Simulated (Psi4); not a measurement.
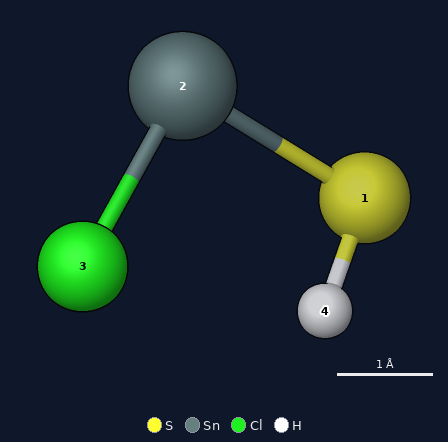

**Figure 1.** The structure as given in the input (ball-and-stick view, seen at a tilt; atoms are numbered from 1 in the order of the input). Sticks mark near contacts.

## Run report: SnHSCl, single-point calculation

- system: SnHSCl, SMILES [SH][Sn][Cl]
- method: M06-L/def2-SVP, RKS, core potentials def2 (Psi4 1.11)

The geometry comes from this level: PBE0-D4/def2-TZVP.

The program's output
```
=> Loading Basis Set <=

    Name: DEF2-SVP
    Role: ORBITAL
    Keyword: BASIS

    !!!  WARNING: ECP capability is in beta. Please check occupations closely.  !!!

         ---------------------------------------------------------
                                   SCF
                              RKS Reference
                        1 Threads,   1525 MiB Core
         ---------------------------------------------------------

  ==> Geometry <==

    Molecular point group: c1
    Full point group: C1

    Geometry (in Angstrom), charge = 0, multiplicity = 1:

       Center              X                  Y                   Z               Mass
    ------------   -----------------  -----------------  -----------------  -----------------
         S            1.022103259768     1.818653959764    -0.235609340794    31.972071174400
         SN          -0.559296740232    -0.021546040236    -0.167709340794   119.902201630000
         CL           0.925203259768    -1.620146040236     0.781890659206    34.968852682000
         H            2.013103259768     1.083453959764     0.297490659206     1.007825032230

  Running in c1 symmetry.

  Rotational constants: A =      0.14759  B =      0.07801  C =      0.05103 [cm^-1]
  Rotational constants: A =   4424.60568  B =   2338.68325  C =   1529.98804 [MHz]
  Nuclear repulsion =  213.489034180479024

  Charge       = 0
  Multiplicity = 1
  Electrons    = 56
  Nalpha       = 28
  Nbeta        = 28

  ==> Algorithm <==

  SCF Algorithm Type is PK.
  DIIS enabled.
  MOM disabled.
  Fractional occupation disabled.
  Guess Type is SAD.
  Energy threshold   = 1.00e-09
  Density threshold  = 1.00e-08
  Integral threshold = 1.00e-12

  ==> Primary Basis <==

  Basis Set: DEF2-SVP
    Blend: DEF2-SVP
    Number of shells: 29
    Number of basis functions: 67
    Number of Cartesian functions: 71
    Spherical Harmonics?: true
    Max angular momentum: 2

  Core potential: DEF2-SVP
    Number of shells: 4
    Number of ECP primitives: 18
    Number of ECP core electrons: 28
    Max angular momentum: 3

  ==> DFT Potential <==

   => LibXC <=

    Version 7.1.2

   => Composite Functional: M06-L <=

    M06-L Meta-GGA XC Functional

    Deriv               =              1
    GGA                 =           TRUE
    Meta                =           TRUE

    Exchange Hybrid     =          FALSE
    MP2 Hybrid          =          FALSE

   => Exchange Functionals <=

    1.0000   XC_MGGA_X_M06_L

   => Correlation Functionals <=

    1.0000   XC_MGGA_C_M06_L

   => LibXC Density Thresholds  <==

    XC_MGGA_C_M06_L:  1.00E-12
    XC_MGGA_X_M06_L:  1.00E-15

   => Molecular Quadrature <=

    Radial Scheme          =       TREUTLER
    Pruning Scheme         =           NONE
    Nuclear Scheme         =       TREUTLER

    Blocking Scheme        =         OCTREE
    BS radius alpha        =              1
    Pruning alpha          =              1
    Radial Points          =             99
    Spherical Points       =            590
    Total Points           =         218791
    Total Blocks           =           1687
    Max Points             =            256
    Max Functions          =             66
    Weights Tolerance      =       1.00E-15

  ==> Integral Setup <==

  Using in-core PK algorithm.
   Calculation information:
      Number of atoms:                   4
      Number of AO shells:              29
      Number of primitives:             64
      Number of atomic orbitals:        71
      Number of basis functions:        67

      Integral cutoff                 1.00e-12
      Number of threads:                 1

  Performing in-core PK
  Using 5191562 doubles for integral storage.
  We computed 85183 shell quartets total.
  Whereas there are 94830 unique shell quartets.

  ==> DiskJK: Disk-Based J/K Matrices <==

    J tasked:                  Yes
    K tasked:                   No
    wK tasked:                  No
    Memory [MiB]:              308
    Schwarz Cutoff:          1E-12

  Cached 100.0% of DFT collocation blocks in 0.816 [GiB].

  Minimum eigenvalue in the overlap matrix is 2.1742924306E-02.
  Reciprocal condition number of the overlap matrix is 5.7044431633E-03.
    Using symmetric orthogonalization.

  ==> Pre-Iterations <==

  SCF Guess: Superposition of Atomic Densities via on-the-fly atomic UHF (no occupation information).

   -------------------------
    Irrep   Nso     Nmo
   -------------------------
     A         67      67
   -------------------------
    Total      67      67
   -------------------------

  ==> Iterations <==

                        Total Energy        Delta E     RMS |[F,P]|

   @RKS iter SAD: -1071.95869782750719   -1.07196e+03   0.00000e+00
   @RKS iter   1: -1073.17310357981114   -1.21441e+00   6.73294e-03 ADIIS/DIIS
   @RKS iter   2: -1073.11741916059600    5.56844e-02   7.33863e-03 ADIIS/DIIS
   @RKS iter   3: -1073.25776672182769   -1.40348e-01   2.62170e-03 ADIIS/DIIS
   @RKS iter   4: -1073.28380148479073   -2.60348e-02   3.28284e-04 ADIIS/DIIS
   @RKS iter   5: -1073.28407616588470   -2.74681e-04   1.24622e-04 ADIIS/DIIS
   @RKS iter   6: -1073.28412083118178   -4.46653e-05   5.41269e-05 DIIS
   @RKS iter   7: -1073.28413074788978   -9.91671e-06   1.78028e-05 DIIS
   @RKS iter   8: -1073.28413181618589   -1.06830e-06   2.97468e-06 DIIS
   @RKS iter   9: -1073.28413184528904   -2.91031e-08   1.11409e-06 DIIS
   @RKS iter  10: -1073.28413184950909   -4.22006e-09   2.08915e-07 DIIS
   @RKS iter  11: -1073.28413184968485   -1.75760e-10   5.32831e-08 DIIS
   @RKS iter  12: -1073.28413184969395   -9.09495e-12   1.02402e-08 DIIS
   @RKS iter  13: -1073.28413184969463   -6.82121e-13   1.64674e-09 DIIS
  Energy and wave function converged.

  ==> Post-Iterations <==

   Electrons on quadrature grid:
      Ntotal   =   55.9999991042 ; deviation = -8.958e-07

    Orbital Energies [Eh]
    ---------------------

    Doubly Occupied:

       1A   -101.109525     2A    -88.494540     3A     -9.378928
       4A     -7.891385     5A     -7.087877     6A     -7.083688
       7A     -7.082504     8A     -5.804430     9A     -5.800231
      10A     -5.797264    11A     -5.050786    12A     -3.406970
      13A     -3.402709    14A     -3.398704    15A     -1.007961
      16A     -1.006068    17A     -1.003004    18A     -1.002980
      19A     -0.999943    20A     -0.751419    21A     -0.682914
      22A     -0.439394    23A     -0.376499    24A     -0.305592
      25A     -0.289930    26A     -0.282496    27A     -0.246958
      28A     -0.237971

    Virtual:

      29A     -0.114925    30A     -0.040490    31A     -0.014481
      32A      0.039671    33A      0.156558    34A      0.217786
      35A      0.223221    36A      0.237615    37A      0.292342
      38A      0.293284    39A      0.308249    40A      0.357008
      41A      0.411911    42A      0.460121    43A      0.518183
      44A      0.600897    45A      0.636147    46A      0.657065
      47A      0.684982    48A      0.730988    49A      0.767194
      50A      0.771135    51A      0.797231    52A      0.799324
      53A      0.806187    54A      0.834899    55A      0.867595
      56A      0.978942    57A      1.009799    58A      1.043523
      59A      1.080986    60A      1.254735    61A      1.585896
      62A      1.616605    63A      2.260458    64A     14.390201
      65A     14.753227    66A     14.859071    67A     51.687164

    Final Occupation by Irrep:
              A
    DOCC [    28 ]
    NA   [    28 ]
    NB   [    28 ]

  @RKS Final Energy: -1073.28413184969463

   => Energetics <=

    Nuclear Repulsion Energy =            213.4890341804790239
    One-Electron Energy =               -1988.7776907718334769
    Two-Electron Energy =                 774.6261134711529621
    DFT Exchange-Correlation Energy =     -72.6215887294930269
    Empirical Dispersion Energy =           0.0000000000000000
    VV10 Nonlocal Energy =                  0.0000000000000000
    Total Energy =                      -1073.2841318496946315

Computation Completed

Properties will be evaluated at   0.000000,   0.000000,   0.000000 [a0]

Properties computed using the SCF density matrix

 Multipole Moments:

 ------------------------------------------------------------------------------------
     Multipole            Electronic (a.u.)      Nuclear  (a.u.)        Total (a.u.)
 ------------------------------------------------------------------------------------

 L = 1.  Multiply by 2.5417464519 to convert [e a0] to [Debye]
 Dipole X            :        -41.9444718           41.1784221           -0.7660497
 Dipole Y            :         -3.9986569            4.0920540            0.0933971
 Dipole Z            :        -11.8515965           11.5845444           -0.2670521
 Magnitude           :                                                    0.8166223

 ------------------------------------------------------------------------------------

	total time  =         23 seconds =       0.38 minutes
```

Standard output
```
E = -1073.28413185
```

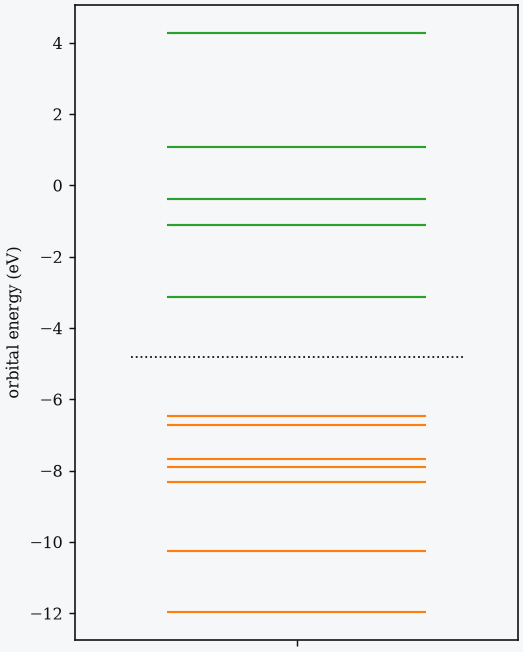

**Figure 2.** Orbital energies near the frontier; the dotted line parts filled from empty levels, and levels within 0.02 eV of each other stand side by side. Highest filled −6.48 eV, lowest empty −3.13 eV, 3.35 eV apart.

This output came from the following input.

The input (job.py)
```python
import psi4

psi4.set_memory('1600 MB')
psi4.set_num_threads(1)
psi4.core.set_output_file('psi4.out', False)

geom = psi4.geometry("""
0 1
S      0.185700     1.488500    -0.409700
Sn    -1.395700    -0.351700    -0.341800
Cl     0.088800    -1.950300     0.607800
H      1.176700     0.753300     0.123400
units angstrom
symmetry c1
""")

options = {'basis': 'def2-SVP', 'reference': 'rks', 'puream': True, 'e_convergence': 1e-09, 'd_convergence': 1e-08, 'scf_type': 'pk', 'dft_radial_points': 99, 'dft_spherical_points': 590}
psi4.set_options(options)

E = psi4.energy('m06-l')
print('E =', round(E, 9))
```

Launch command:
```bash
python job.py
```

Results in brief

```tsv
quantity	value
outcome	converged
total energy	−1073.284132 hartree
basis functions	67
HOMO	−6.48 eV
LUMO	−3.13 eV
dipole moment	2.08 D
hardware	1 thread of Intel Xeon @ 2.50GHz (Skylake/Cascade Lake), 189 GiB of memory available, shared host
wall time	27 s
peak memory	1.1 GiB
```
